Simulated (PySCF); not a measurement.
# CH7AlN2 (SMILES [CH3][Al]([NH2])[NH2]): levels of theory compared

Aim: a comparison of 6 runs (HF/STO-3G, B3LYP/6-31G*, PBE0/def2-SVP, BLYP/def2-TZVP, MP2/6-31G**, CCSD(T)/pcseg-1) of CH7AlN2. 

Program for the calculation: PySCF 2.14.0.

**1. The structure to begin with**

The species is CH7AlN2 (11 atoms), meant as a singlet with charge 0. As SMILES, `[CH3][Al]([NH2])[NH2]`. The shape is that of a PBE0-D4/def2-TZVP optimisation.

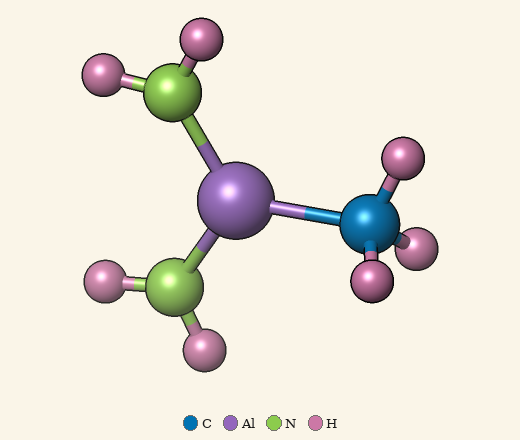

Viewed from a chosen angle; carbon blue, aluminium purple, nitrogen green, hydrogen pink.

**2. Energy and gradient at HF/STO-3G (run 1)**

File calc.py:

```python
import pyscf.grad
from pyscf import gto, scf

mol = gto.M(
    atom='''
C       -1.231900       1.187500      -0.192100
Al       0.166900      -0.152400       0.024300
N        0.532900      -0.828100       1.622700
N        1.097300      -0.731900      -1.369600
H       -1.193100       1.666000      -1.174300
H       -1.154700       1.976000       0.562100
H       -2.226500       0.743100      -0.086400
H        1.225500      -1.529600       1.825100
H        0.061500      -0.557300       2.469700
H        0.960800      -0.405300      -2.311700
H        1.826800      -1.425000      -1.349100
''',
    verbose=4,
    max_memory=1860,
    charge=0,
    basis='sto-3g',
)

mf = scf.RHF(mol)
mf.conv_tol = 1e-10
mf.kernel()
if not mf.converged:
    mf = mf.newton().run(mf.mo_coeff, mf.mo_occ)

e_tot = mf.e_tot
print('Final energy', e_tot)
grad = mf.Gradients().kernel()
dip = mf.dip_moment()
pop, q = mf.mulliken_pop()
```

Started as:

```
$ OMP_NUM_THREADS=1 python calc.py
```

Log:

```text
PySCF version 2.14.0

[... 63 lines left out ...]
converged SCF energy = -388.0607702776
Final energy -388.0607702775996
[... 11 lines left out ...]
Dipole moment(X, Y, Z, Debye):  0.30740, -0.29611,  0.04567
[... 4 lines left out ...]
pop of  0 C 2py           1.08994
pop of  0 C 2pz           0.98210
pop of  1 Al 1s           1.99941
pop of  1 Al 2s           1.98093
pop of  1 Al 3s           0.82126
pop of  1 Al 2px          1.93696
pop of  1 Al 2py          1.93640
pop of  1 Al 2pz          1.93978
pop of  1 Al 3px          0.40157
pop of  1 Al 3py          0.38734
pop of  1 Al 3pz          0.43103
pop of  2 N 1s            1.99509
pop of  2 N 2s            1.52257
pop of  2 N 2px           1.44063
pop of  2 N 2py           1.50340
pop of  2 N 2pz           1.20568
pop of  3 N 1s            1.99509
pop of  3 N 2s            1.52268
pop of  3 N 2px           1.48022
pop of  3 N 2py           1.49901
pop of  3 N 2pz           1.17021
pop of  4 H 1s            0.97235
pop of  5 H 1s            0.97297
pop of  6 H 1s            0.97356
pop of  7 H 1s            0.87306
pop of  8 H 1s            0.87400
pop of  9 H 1s            0.87395
pop of  10 H 1s           0.87298
 ** Mulliken atomic charges  **
charge of    0C =     -0.41789
charge of    1Al =      1.16534
charge of    2N =     -0.66737
charge of    3N =     -0.66721
charge of    4H =      0.02765
charge of    5H =      0.02703
charge of    6H =      0.02644
charge of    7H =      0.12694
charge of    8H =      0.12600
charge of    9H =      0.12605
charge of   10H =      0.12702
```

Wall time 1.9 s (1 thread of Intel Xeon at 2.70GHz, shared host); peak memory 0.12 GiB.

**3. Energy and forces at B3LYP/6-31G(d) (Cartesian functions) (run 2)**

File calc.py:

```python
# [CH3][Al]([NH2])[NH2]
from pyscf import gto, dft

system = gto.Mole()
system.atom = '''
C       -1.231900       1.187500      -0.192100
Al       0.166900      -0.152400       0.024300
N        0.532900      -0.828100       1.622700
N        1.097300      -0.731900      -1.369600
H       -1.193100       1.666000      -1.174300
H       -1.154700       1.976000       0.562100
H       -2.226500       0.743100      -0.086400
H        1.225500      -1.529600       1.825100
H        0.061500      -0.557300       2.469700
H        0.960800      -0.405300      -2.311700
H        1.826800      -1.425000      -1.349100
'''
system.verbose = 3
system.charge = 0
system.cart = True
system.basis = '6-31g*'
system.max_memory = 1860
system.build()

myscf = dft.RKS(system, xc='b3lyp')
myscf.conv_tol = 1e-10
myscf.grids.level = 5
myscf.kernel()
if not myscf.converged:
    myscf = myscf.newton().run(myscf.mo_coeff, myscf.mo_occ)

e_final = myscf.e_tot
print('E = %.10f Eh' % e_final)
grad = myscf.nuc_grad_method().kernel()
dip = myscf.dip_moment()
pop, q = myscf.mulliken_pop()
```

Started as:

```
$ OMP_NUM_THREADS=1 python calc.py
```

Log:

```text
converged SCF energy = -394.330686031807
E = -394.3306860318 Eh
--------------- RKS gradients ---------------
         x                y                z
0 C     0.0011375645    -0.0005832149    -0.0000527039
1 Al     0.0019881829    -0.0019833883     0.0002464487
2 N    -0.0003402339     0.0005385770    -0.0012616716
3 N    -0.0008480098     0.0005310969     0.0011186750
4 H     0.0002810632    -0.0013333588     0.0017662975
5 H     0.0001217977    -0.0019011721    -0.0011462478
6 H     0.0020999633     0.0004157421     0.0000069813
7 H    -0.0036062159     0.0036976440    -0.0011555499
8 H     0.0023277595    -0.0013420702    -0.0043626171
9 H     0.0006190494    -0.0016467481     0.0048462917
10 H    -0.0037784563     0.0036067601     0.0000013204
----------------------------------------------
Dipole moment(X, Y, Z, Debye):  0.49267, -0.50158,  0.08638
 ** Mulliken pop  **
pop of  0  C 1s           1.99172
pop of  0  C 2s           0.66469
pop of  0  C 3s           0.68675
pop of  0  C 2px          0.71656
pop of  0  C 2py          0.71251
pop of  0  C 2pz          0.69059
pop of  0  C 3px          0.44214
pop of  0  C 3py          0.42925
pop of  0  C 3pz          0.36265
pop of  0  C 3dxx         0.00178
pop of  0  C 3dxy         0.00310
pop of  0  C 3dxz         0.00027
pop of  0  C 3dyy        -0.00134
pop of  0  C 3dyz         0.00849
pop of  0  C 3dzz         0.00729
pop of  1 Al 1s           1.99885
pop of  1 Al 2s           1.99124
pop of  1 Al 3s           0.79633
pop of  1 Al 4s           0.05909
pop of  1 Al 2px          1.98752
pop of  1 Al 2py          1.98735
pop of  1 Al 2pz          1.98876
pop of  1 Al 3px          0.34986
pop of  1 Al 3py          0.33459
pop of  1 Al 3pz          0.39890
pop of  1 Al 4px          0.08931
pop of  1 Al 4py          0.09558
pop of  1 Al 4pz          0.01976
pop of  1 Al 3dxx        -0.02457
pop of  1 Al 3dxy         0.02472
pop of  1 Al 3dxz         0.06578
pop of  1 Al 3dyy        -0.03159
pop of  1 Al 3dyz         0.06587
pop of  1 Al 3dzz         0.00430
pop of  2  N 1s           1.99163
pop of  2  N 2s           0.76651
pop of  2  N 3s           0.82707
pop of  2  N 2px          0.84615
pop of  2  N 2py          0.86377
pop of  2  N 2pz          0.82358
pop of  2  N 3px          0.62604
pop of  2  N 3py          0.65252
pop of  2  N 3pz          0.48745
pop of  2  N 3dxx        -0.00141
pop of  2  N 3dxy         0.00503
pop of  2  N 3dxz         0.00360
pop of  2  N 3dyy        -0.00333
pop of  2  N 3dyz         0.00163
pop of  2  N 3dzz         0.01545
pop of  3  N 1s           1.99163
pop of  3  N 2s           0.76684
pop of  3  N 3s           0.82704
pop of  3  N 2px          0.86286
pop of  3  N 2py          0.86100
pop of  3  N 2pz          0.80917
pop of  3  N 3px          0.63626
pop of  3  N 3py          0.65118
pop of  3  N 3pz          0.47732
pop of  3  N 3dxx        -0.00122
pop of  3  N 3dxy         0.00562
pop of  3  N 3dxz         0.00030
pop of  3  N 3dyy        -0.00347
pop of  3  N 3dyz         0.00150
pop of  3  N 3dzz         0.01831
pop of  4  H 1s           0.51858
pop of  4  H 2s           0.32508
pop of  5  H 1s           0.51768
pop of  5  H 2s           0.32382
pop of  6  H 1s           0.51692
pop of  6  H 2s           0.32349
pop of  7  H 1s           0.50721
pop of  7  H 2s           0.18085
pop of  8  H 1s           0.50658
pop of  8  H 2s           0.17863
pop of  9  H 1s           0.50655
pop of  9  H 2s           0.17870
pop of  10  H 1s          0.50723
pop of  10  H 2s          0.18056
 ** Mulliken atomic charges  **
charge of    0C =     -0.71644
charge of    1Al =      0.79835
charge of    2N =     -0.90567
charge of    3N =     -0.90435
charge of    4H =      0.15633
charge of    5H =      0.15850
charge of    6H =      0.15958
charge of    7H =      0.31193
charge of    8H =      0.31480
charge of    9H =      0.31475
charge of   10H =      0.31221
```

Run time: 30 s. Hardware: 1 thread of Intel Xeon at 2.70GHz, shared host; peak memory 0.8 GiB.

**4. Energy and gradient at PBE0/def2-SVP (run 3)**

File calc.py:

```python
from pyscf import gto, dft

mol = gto.M(
    atom='''
C   -1.231900   1.187500  -0.192100
Al   0.166900  -0.152400   0.024300
N    0.532900  -0.828100   1.622700
N    1.097300  -0.731900  -1.369600
H   -1.193100   1.666000  -1.174300
H   -1.154700   1.976000   0.562100
H   -2.226500   0.743100  -0.086400
H    1.225500  -1.529600   1.825100
H    0.061500  -0.557300   2.469700
H    0.960800  -0.405300  -2.311700
H    1.826800  -1.425000  -1.349100
''',
    max_memory=1860,
    basis='def2-svp',
    verbose=4,
)

myscf = dft.RKS(mol, xc='pbe0')
myscf.grids.level = 5
myscf.conv_tol = 1e-10
myscf.kernel()
if not myscf.converged:
    myscf = myscf.newton().run(myscf.mo_coeff, myscf.mo_occ)

e_tot = myscf.e_tot
print('E = %.10f Eh' % e_tot)
grad = myscf.nuc_grad_method().kernel()
myscf.analyze()
```

Started as:

```
$ OMP_NUM_THREADS=1 python calc.py
```

Log:

```text
PySCF version 2.14.0

[... 94 lines left out ...]
Nuclear Repulsion Energy =             157.312234614237525
[... 10 lines left out ...]
MO #5   energy= -4.13482350641097  occ= 2
[... 8 lines left out ...]
MO #14  energy= -0.437308486593298 occ= 2
[... 8 lines left out ...]
MO #23  energy= 0.0887895868480739 occ= 0
[... 8 lines left out ...]
MO #32  energy= 0.241013086827652  occ= 0
[... 8 lines left out ...]
MO #41  energy= 0.632326042257214  occ= 0
[... 8 lines left out ...]
MO #50  energy= 0.814802494013784  occ= 0
[... 8 lines left out ...]
MO #59  energy= 1.24039663209727   occ= 0
[... 8 lines left out ...]
MO #68  energy= 1.78594160422969   occ= 0
[... 8 lines left out ...]
MO #77  energy= 2.21687277216955   occ= 0
[... 8 lines left out ...]
MO #86  energy= 2.63308351540349   occ= 0
[... 8 lines left out ...]
MO #95  energy= 3.40478741395956   occ= 0
[... 70 lines left out ...]
pop of  5 H 2py           0.00060
pop of  5 H 2pz           0.00047
pop of  6 H 1s            0.87927
pop of  6 H 2s            0.00621
pop of  6 H 2px           0.00089
pop of  6 H 2py           0.00032
pop of  6 H 2pz           0.00007
pop of  7 H 1s            0.77945
pop of  7 H 2s            0.00899
pop of  7 H 2px           0.00131
pop of  7 H 2py           0.00139
pop of  7 H 2pz           0.00025
pop of  8 H 1s            0.77699
pop of  8 H 2s            0.00869
pop of  8 H 2px           0.00105
pop of  8 H 2py           0.00097
pop of  8 H 2pz           0.00095
pop of  9 H 1s            0.77684
pop of  9 H 2s            0.00868
pop of  9 H 2px           0.00084
pop of  9 H 2py           0.00101
pop of  9 H 2pz           0.00113
pop of  10 H 1s           0.77932
pop of  10 H 2s           0.00900
pop of  10 H 2px          0.00136
pop of  10 H 2py          0.00138
pop of  10 H 2pz          0.00020
 ** Mulliken atomic charges  **
charge of    0C =     -0.61924
charge of    1Al =      0.85510
charge of    2N =     -0.70754
charge of    3N =     -0.70585
charge of    4H =      0.11155
charge of    5H =      0.11251
charge of    6H =      0.11325
charge of    7H =      0.20862
charge of    8H =      0.21134
charge of    9H =      0.21151
charge of   10H =      0.20875
Dipole moment(X, Y, Z, Debye):  0.52325, -0.52809,  0.08768
```

It took 42 s on 1 thread of Intel Xeon at 2.70GHz, shared host; peak memory 0.97 GiB.

Runs 4 to 5 aren't shown in full; the table further down has their settings and results.

**5. The energy at CCSD(T)/pcseg-1 (run 6)**

File geometry.xyz:

```xyz
11
CH7AlN2
C     -1.231900     1.187500    -0.192100
Al     0.166900    -0.152400     0.024300
N      0.532900    -0.828100     1.622700
N      1.097300    -0.731900    -1.369600
H     -1.193100     1.666000    -1.174300
H     -1.154700     1.976000     0.562100
H     -2.226500     0.743100    -0.086400
H      1.225500    -1.529600     1.825100
H      0.061500    -0.557300     2.469700
H      0.960800    -0.405300    -2.311700
H      1.826800    -1.425000    -1.349100
```

File run.py:

```python
# [CH3][Al]([NH2])[NH2]
from pyscf import gto, cc

molecule = gto.Mole()
molecule.atom = 'geometry.xyz'
molecule.verbose = 3
molecule.basis = 'pcseg-1'
molecule.max_memory = 1860
molecule.spin = 0
molecule.build()

calc0 = molecule.RHF()
calc0.conv_tol = 1e-10
calc0.kernel()
if not calc0.converged:
    calc0 = calc0.newton().run(calc0.mo_coeff, calc0.mo_occ)

mycc = cc.CCSD(calc0, frozen=8)
mycc.kernel()
e_t = mycc.ccsd_t()
energy = mycc.e_tot + e_t
print(f'total energy: {energy:.8f} hartree')
calc0.analyze()
```

Started as:

```
$ OMP_NUM_THREADS=1 python run.py
```

Log:

```text
converged SCF energy = -392.785814121386
[... 10 lines left out ...]
MO #7   energy= -3.17030764917941  occ= 2
[... 7 lines left out ...]
MO #15  energy= -0.539016244118765 occ= 2
[... 7 lines left out ...]
MO #23  energy= 0.148642907088298  occ= 0
[... 7 lines left out ...]
MO #31  energy= 0.305482753132241  occ= 0
[... 7 lines left out ...]
MO #39  energy= 0.84105872422563   occ= 0
[... 7 lines left out ...]
MO #47  energy= 0.975200391788382  occ= 0
[... 7 lines left out ...]
MO #55  energy= 1.29987345253065   occ= 0
[... 7 lines left out ...]
MO #63  energy= 1.78778806140728   occ= 0
[... 7 lines left out ...]
MO #71  energy= 2.36157453104663   occ= 0
[... 7 lines left out ...]
MO #79  energy= 2.71700719756182   occ= 0
[... 7 lines left out ...]
MO #87  energy= 3.18691254487325   occ= 0
[... 7 lines left out ...]
MO #95  energy= 3.78968438540664   occ= 0
[... 12 lines left out ...]
Dipole moment(X, Y, Z, Debye):  0.40083, -0.40117,  0.07685
```

It took 27 s on 1 thread of Intel Xeon at 2.70GHz, shared host; peak memory 0.55 GiB.

**6. All runs side by side**

| run | level | Cartesian functions | integration grid | energy (Eh) | dipole moment (D) of the reference | HOMO energy (eV) | LUMO energy (eV) | wall time |
| --- | --- | --- | --- | --- | --- | --- | --- | --- |
| 1 | HF/STO-3G | no | – | -388.060770 | 0.43 | -7.20 | 10.78 | 1.9 s |
| 2 | B3LYP/6-31G* (Cartesian functions) | yes | 5 | -394.330686 | 0.71 | -6.03 | 0.62 | 30 s |
| 3 | PBE0/def2-SVP | no | 5 | -393.848792 | 0.75 | -6.42 | 0.78 | 42 s |
| 4 | BLYP/def2-TZVP | no | 5 | -394.350785 | 0.67 | -5.20 | -0.42 | 1.8 min |
| 5 | MP2/6-31G** (spherical functions) | no | – | -393.389833 | 0.64 | -9.98 | 3.74 | 24 s |
| 6 | CCSD(T)/pcseg-1 | no | – | -393.395427 | 0.57 | -10.20 | 3.35 | 27 s |

**7. Outcome**

| quantity | value |
| --- | --- |
| run 6: total energy | -393.39543 Eh |
| run 6: dipole moment (Hartree–Fock density) | 0.57 D |
| run 6: HOMO energy (Hartree–Fock orbitals) | -10.20 eV |
| run 6: LUMO energy (Hartree–Fock orbitals) | 3.35 eV |
| run 6: HOMO–LUMO gap (Hartree–Fock orbitals) | 13.55 eV |
| run 6: correlation energy (8 core orbitals frozen) | -609.6 mEh |
| run 6: (T) correction | -13.81 mEh |
| run 6: T1 diagnostic | 0.010 |

**Reading.** Over runs 1, 2, 3, 4 the dipole moment (its size) runs from 0.43 D (HF/STO-3G) to 0.75 D (PBE0/def2-SVP). The two ends differ in method and basis. Over runs 1, 2, 3, 4 the HOMO–LUMO gap runs from 4.79 eV (BLYP/def2-TZVP) to 17.98 eV (HF/STO-3G). Totals of different functionals can't be ranked against each other. In run 1 the basis is minimal, so the values are rough. All runs together took 3.9 min, the longest 1.8 min.
